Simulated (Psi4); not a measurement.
# C2H6AlCl (dimethylaluminum chloride) at BP86/aug-cc-pVDZ (density fitting, sweep point 7)

What is the vertical ionisation energy of C2H6AlCl (dimethylaluminum chloride) at BP86/aug-cc-pVDZ (density fitting, sweep point 7)? 

The results are computed with Psi4 1.11.

4 further runs of the same task are left out: 4 set aside as unsound or not needed. Runs told in other sessions of the task aren't counted.

### Step 1. The molecule

C2H6AlCl: 10 atoms, total charge 0, spin state singlet. SMILES: `[CH3][Al]([CH3])[Cl]`. The shape is that of a PBE0-D4/def2-TZVP optimisation.

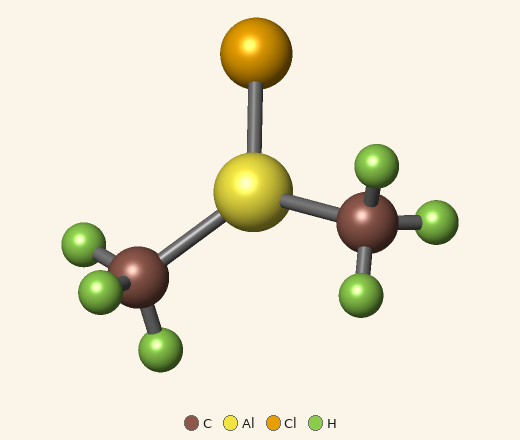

Viewed from a chosen angle; carbon brown, aluminium yellow, chlorine amber, hydrogen green.

### Step 2. A single-point energy at BP86/aug-cc-pVDZ (density fitting, sweep point 7)

Input file calc.dat:

```
memory 1600 mb

molecule {
  0 1
  C     -0.517700     1.358200    -0.989200
  Al    -0.252300    -0.446600    -0.322400
  C      0.742200    -0.932200     1.273500
  Cl    -1.112300    -2.038200    -1.415400
  H     -1.121400     1.383800    -1.898300
  H     -1.010200     1.981400    -0.235400
  H      0.443800     1.835600    -1.206000
  H      0.102400    -1.471200     1.979300
  H      1.158700    -0.063300     1.788800
  H      1.566900    -1.607500     1.025200
  symmetry c1
}

set globals {
  basis aug-cc-pVDZ
  puream true
  scf_type df
  dft_radial_points 150
  dft_spherical_points 974
}

energy("bp86")
```

Started as:

```sh
$ psi4 -i calc.dat -o calc.out -n 1
```

calc.out, cut to the lines that bear on the results:

```text
[...]
  Running in c1 symmetry.
[...]
  Nuclear repulsion =  189.762243294910661
[...]
  Multiplicity = 1
[...]
  Nalpha       = 24
  Nbeta        = 24
[...]
    Number of basis functions: 154
[...]
   @DF-RKS iter   1:  -781.70752618261565    1.14928e-01   8.45799e-03 ADIIS/DIIS
[...]
   @DF-RKS iter  10:  -782.60666979923712   -1.84693e-08   2.88700e-07 DIIS
[...]
    Orbital Energies [Eh]
    ---------------------
    Doubly Occupied:
       1A   -100.716759     2A    -55.460257     3A     -9.894796
       4A     -9.894331     5A     -9.166179     6A     -6.985768
       7A     -6.982339     8A     -6.981006     9A     -3.956808
      10A     -2.565098    11A     -2.559573    12A     -2.555111
      13A     -0.730498    14A     -0.628893    15A     -0.620850
      16A     -0.375127    17A     -0.364520    18A     -0.363813
      19A     -0.358118    20A     -0.357063    21A     -0.294188
      22A     -0.288178    23A     -0.287703    24A     -0.248305
[...]
  @DF-RKS Final Energy:  -782.60666979923712
   => Energetics <=
    Nuclear Repulsion Energy =            189.7622432949106610
    One-Electron Energy =               -1456.7076312581471029
    Two-Electron Energy =                 544.4294639399531661
    DFT Exchange-Correlation Energy =     -60.0907457759538275
    Empirical Dispersion Energy =           0.0000000000000000
    VV10 Nonlocal Energy =                  0.0000000000000000
    Total Energy =                       -782.6066697992371246
[...]
 Multipole Moments:
 ------------------------------------------------------------------------------------
     Multipole            Electronic (a.u.)      Nuclear  (a.u.)        Total (a.u.)
 ------------------------------------------------------------------------------------
 L = 1.  Multiply by 2.5417464519 to convert [e a0] to [Debye]
 Dipole X            :         -3.7036020            4.0419775            0.3383755
 Dipole Y            :         -6.7150708            7.3400190            0.6249483
 Dipole Z            :         -4.7191930            5.1492524            0.4300594
 Magnitude           :                                                    0.8306681
[...]
```

It took 66 s on 1 thread of AMD EPYC 9B45 (Zen 5), shared host; peak memory 1.4 GiB.

### Step 3. The doublet cation at the same level

Input file job.dat:

```
memory 1600 MB

molecule m {
  1 2
  C     -0.517700     1.358200    -0.989200
  Al    -0.252300    -0.446600    -0.322400
  C      0.742200    -0.932200     1.273500
  Cl    -1.112300    -2.038200    -1.415400
  H     -1.121400     1.383800    -1.898300
  H     -1.010200     1.981400    -0.235400
  H      0.443800     1.835600    -1.206000
  H      0.102400    -1.471200     1.979300
  H      1.158700    -0.063300     1.788800
  H      1.566900    -1.607500     1.025200
  symmetry c1
}

set basis aug-cc-pVDZ
set reference uks
set puream true
set scf_type df
set dft_radial_points 150
set dft_spherical_points 974
set maxiter 100

energy_value, wavefunction = energy("bp86", return_wfn=True)
```

Started as:

```sh
$ psi4 job.dat job.out -n 1
```

job.out, cut to the lines that bear on the results:

```text
[...]
  Running in c1 symmetry.
[...]
  Nuclear repulsion =  189.762243294910661
[...]
  Multiplicity = 2
[...]
  Nalpha       = 24
  Nbeta        = 23
[...]
    Number of basis functions: 154
[...]
   @DF-UKS iter   1:  -781.27157532957324    5.50878e-01   8.40543e-03 ADIIS/DIIS
[...]
   @DF-UKS iter  12:  -782.25335323568390   -6.69794e-08   2.94117e-07 DIIS
[...]
   @S^2 Observed:                7.531121986E-01
[...]
    Orbital Energies [Eh]
    ---------------------
    Alpha Occupied:
       1A   -100.946896     2A    -55.707518     3A    -10.127035
       4A    -10.126853     5A     -9.394416     6A     -7.214144
       7A     -7.212770     8A     -7.208404     9A     -4.200599
      10A     -2.807485    11A     -2.802408    12A     -2.802145
      13A     -0.952126    14A     -0.851574    15A     -0.842138
      16A     -0.595460    17A     -0.577732    18A     -0.573883
      19A     -0.569257    20A     -0.567156    21A     -0.520666
      22A     -0.516027    23A     -0.495473    24A     -0.486604
    Alpha Virtual:
      25A     -0.258544    26A     -0.222955    27A     -0.161900
[...]
  @DF-UKS Final Energy:  -782.25335323568390
   => Energetics <=
    Nuclear Repulsion Energy =            189.7622432949106610
    One-Electron Energy =               -1445.9050504343856574
    Two-Electron Energy =                 533.6568041767391151
    DFT Exchange-Correlation Energy =     -59.7673502729480077
    Empirical Dispersion Energy =           0.0000000000000000
    VV10 Nonlocal Energy =                  0.0000000000000000
    Total Energy =                       -782.2533532356839032
  UHF NO Occupations:
  HONO-2 :   22  A 1.9997281
  HONO-1 :   23  A 1.9990100
[...]
 Multipole Moments:
 ------------------------------------------------------------------------------------
     Multipole            Electronic (a.u.)      Nuclear  (a.u.)        Total (a.u.)
 ------------------------------------------------------------------------------------
 L = 1.  Multiply by 2.5417464519 to convert [e a0] to [Debye]
 Dipole X            :         -3.3272179            4.0419775            0.7147596
 Dipole Y            :         -6.0356538            7.3400190            1.3043652
 Dipole Z            :         -4.2391282            5.1492524            0.9101242
 Magnitude           :                                                    1.7437247
[...]
```

It took 1.9 min on 1 thread of AMD EPYC 9B45 (Zen 5), shared host; peak memory 1.4 GiB.

### Step 4. What came out

Level: BP86/aug-cc-pVDZ (density fitting, sweep point 7).

```
                                          quantity          value
                    singlet C2H6AlCl: total energy  -782.60667 Eh
                   singlet C2H6AlCl: dipole moment         2.11 D
                     singlet C2H6AlCl: HOMO energy       -6.76 eV
                     singlet C2H6AlCl: LUMO energy       -1.56 eV
                   singlet C2H6AlCl: HOMO–LUMO gap        5.20 eV
                      doublet cation: total energy  -782.25335 Eh
doublet cation: HOMO energy (highest over α and β)      -13.24 eV
 doublet cation: LUMO energy (lowest over α and β)      -12.49 eV
                              doublet cation: ⟨S²⟩          0.753
vertical ionisation energy (to the doublet cation)       9.614 eV
```

What this shows: The vertical ionisation energy comes to 9.61 eV (928 kJ/mol). The negative HOMO energy of the first species, 6.76 eV, lies 2.86 eV below that difference.
